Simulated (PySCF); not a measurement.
## B$_{5}$H$_{4}$F (charge −2): excited-state calculation

The run: excited-state calculation of B$_{5}$H$_{4}$F, charge −2. Method and program: ADC(2)/6-31G*, RHF (PySCF 2.14.0).

The geometry comes from this level: GFN2-xTB.

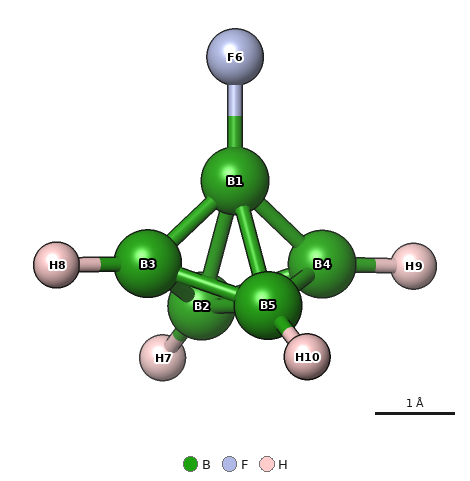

**Figure 1.** The structure (ball-and-stick view, seen at a tilt; atoms are numbered from 1 in the order of the input).

## Key numbers

| quantity | value |
| --- | --- |
| outcome | converged |
| SCF energy | −224.958030 hartree |
| correlation energy | −0.628371 hartree |
| basis functions | 92 |
| HOMO of the SCF reference | 2.67 eV |
| LUMO of the SCF reference | 14.53 eV |
| lowest excitation | 4.61 eV |
| hardware | 1 thread of Arm Neoverse V1, 24 GiB of memory available, shared host |
| wall time | 3.5 min |
| peak memory | 0.45 GiB |

## Input file (calc.py)
```python
# [closo-2-(F)B5H4]2-
from pyscf import gto, adc

mol = gto.M(
    atom='''
B    0.121060   0.653110   0.793440
B    0.673110  -0.845020  -0.127360
B    0.748640   0.689500  -0.709450
B   -0.752490  -0.715150   0.678290
B   -0.801410   0.147620  -0.719700
F    0.304540   1.648490   1.996850
H    1.463870  -1.838270  -0.281650
H    1.531140   1.409740  -1.450220
H   -1.541330  -1.464100   1.386890
H   -1.747130   0.314070  -1.567090
''',
    max_memory=40,
    charge=-2,
    verbose=3,
    basis='6-31g*',
)

myscf = mol.RHF()
myscf.direct_scf_tol = 1e-08
myscf.max_cycle = 60
myscf.conv_tol = 1e-08
myscf.kernel()

myadc = adc.ADC(myscf, frozen=6)
myadc.method = 'adc(2)'

myadc.method_type = 'ee'
e, vec, osc, x = myadc.kernel(nroots=3)

roots = e * 27.211386
print('root  energy (eV)  strength')
for i, (w, f) in enumerate(zip(roots, osc), 1):
    print('%3d %10.4f %10.5f' % (i, w, f))
```

Command:
```bash
OMP_NUM_THREADS=1 python calc.py
```

## What the program printed
```
converged SCF energy = -224.958029579549
MP2 correlation energy of reference state (a.u.) = -0.62837139
root  energy (eV)  strength
  1     4.6095    0.00000
  2     4.7145    0.02328
  3     5.1802    0.00000
```

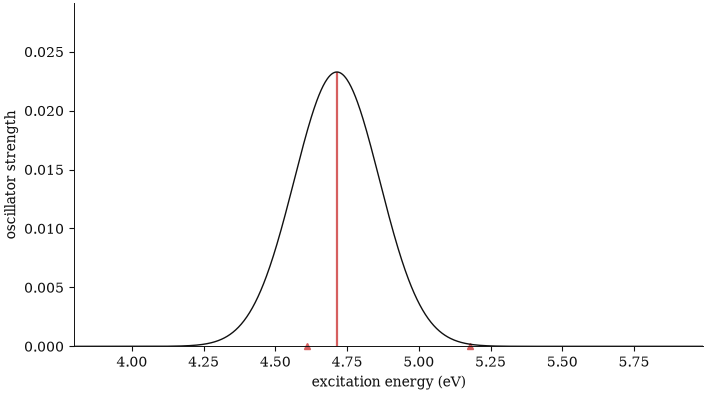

**Figure 2.** Computed excitations as sticks (degenerate states added up, dark ones marked on the axis), with a Gaussian envelope of 0.35 eV full width at half maximum, scaled to the tallest. Of the 3 states the lowest lies at 4.61 eV (f = 0.000); the strongest line is at 4.71 eV, or 263 nm (f = 0.023).

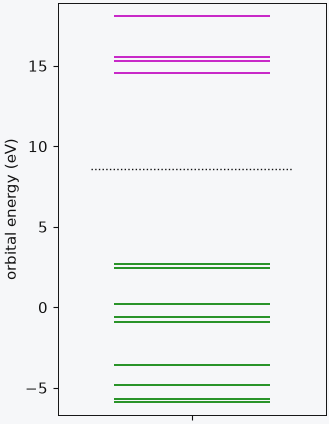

**Figure 3.** Orbital energies near the frontier (SCF reference); the dotted line parts filled from empty levels, and levels within 0.02 eV of each other stand side by side. Highest filled 2.67 eV, lowest empty 14.53 eV, 11.86 eV apart.
